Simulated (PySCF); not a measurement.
C$_{6}$H$_{14}$ClFSi

```yaml
atoms:
  - { symbol: C, position_ang: [2.0398, -0.9349, -1.2912] }
  - { symbol: C, position_ang: [1.0999, 0.0307, -0.5644] }
  - { symbol: C, position_ang: [-0.1562, -0.7411, -0.1510] }
  - { symbol: C, position_ang: [-1.2236, 0.0627, 0.5922] }
  - { symbol: C, position_ang: [-1.6567, 1.3261, -0.1404] }
  - { symbol: C, position_ang: [-2.4254, -0.8179, 0.9258] }
  - { symbol: F, position_ang: [-0.6639, 0.4627, 1.8168] }
  - { symbol: Si, position_ang: [1.9743, 0.8701, 0.9216] }
  - { symbol: Cl, position_ang: [3.8480, 1.3675, 0.3159] }
  - { symbol: H, position_ang: [1.5342, -1.3948, -2.1400] }
  - { symbol: H, position_ang: [2.9185, -0.4136, -1.6614] }
  - { symbol: H, position_ang: [2.3713, -1.7293, -0.6248] }
  - { symbol: H, position_ang: [0.8057, 0.7993, -1.2872] }
  - { symbol: H, position_ang: [0.1424, -1.5679, 0.4984] }
  - { symbol: H, position_ang: [-0.6246, -1.1725, -1.0397] }
  - { symbol: H, position_ang: [-1.9832, 1.0770, -1.1459] }
  - { symbol: H, position_ang: [-0.8339, 2.0324, -0.1958] }
  - { symbol: H, position_ang: [-2.4783, 1.8000, 0.3917] }
  - { symbol: H, position_ang: [-2.1023, -1.7125, 1.4528] }
  - { symbol: H, position_ang: [-2.9387, -1.1090, 0.0138] }
  - { symbol: H, position_ang: [-3.1178, -0.2735, 1.5637] }
  - { symbol: H, position_ang: [1.3466, 2.1319, 1.2937] }
  - { symbol: H, position_ang: [2.1192, -0.0663, 2.0298] }
```

Geometry: GFN2-xTB.

Method: PBE0/pcSseg-1, SCF density, gas phase, non-relativistic (PySCF 2.14.0).

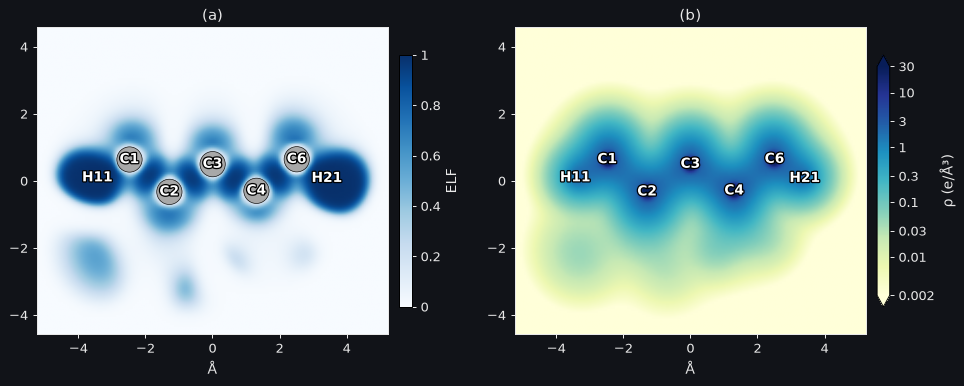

Figure 1. (a) ELF; (b) total electron density on the plane of atoms C2, C3 and C4. Grey discs cover the atomic cores in the ELF map.

Read the bonding off the picture.

- The plane passes through C and H nuclei.
- C–C (1.53 Å): the density is about 1.6 e/Å³ at the midpoint; the ELF peaks at about 0.95 between the atoms: a shared electron pair.
- C–H (1.09 Å): ρ at the midpoint is about 2 e/Å³; the ELF climbs to about 1 towards the hydrogen, as it does in any bond to H (a covalent bond by its length).

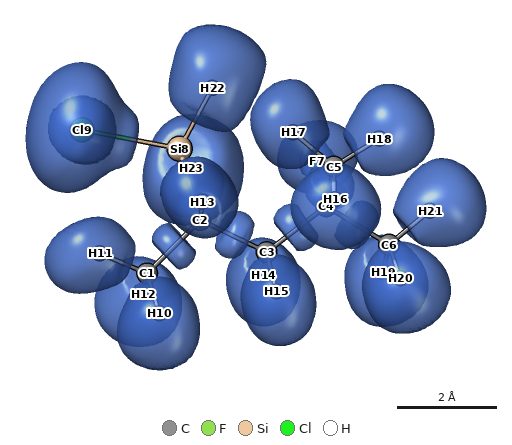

Figure 2. Isosurface of the electron localisation function at 0.75 (blue), seen across its widest extent. Core shells and regions of very low density are left out.

Describe the localisation domains.

The ELF exceeds this value in five regions between bonded C–C atoms (shared pairs), one region between bonded C–Si atoms (shared pairs), 14 regions around hydrogen nuclei, one region on Cl in which the atom's valence shell and bonds are merged and one region on F in which the atom's valence shell and bonds are merged. Along the contacts the grid gives the following. C–F (1.40 Å): the ELF peaks at about 0.85 between the atoms; a polar covalent bond. C–C (1.52 Å): the ELF peaks at about 0.95 between the atoms: localised, covalent bonding.

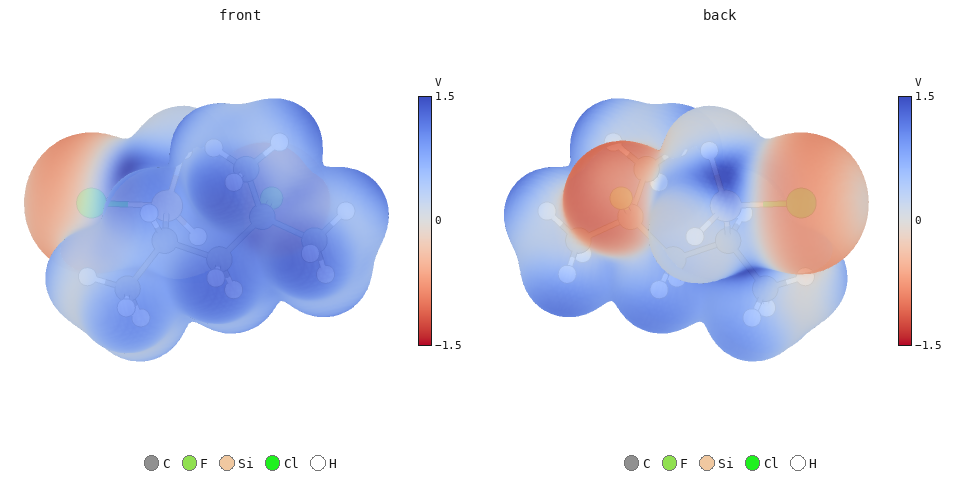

Figure 3. The molecular electrostatic potential painted on the density surface at 0.004 e/bohr³, seen from the front and from behind; red is negative and blue positive.

Where is the surface potential most negative and most positive?

The most negative region (about −1.0 V) lies over F7, the most positive (about +1.4 V) over Si8 and H16.

What dipole moment does the calculation give?

Its dipole moment is 3.65 D.
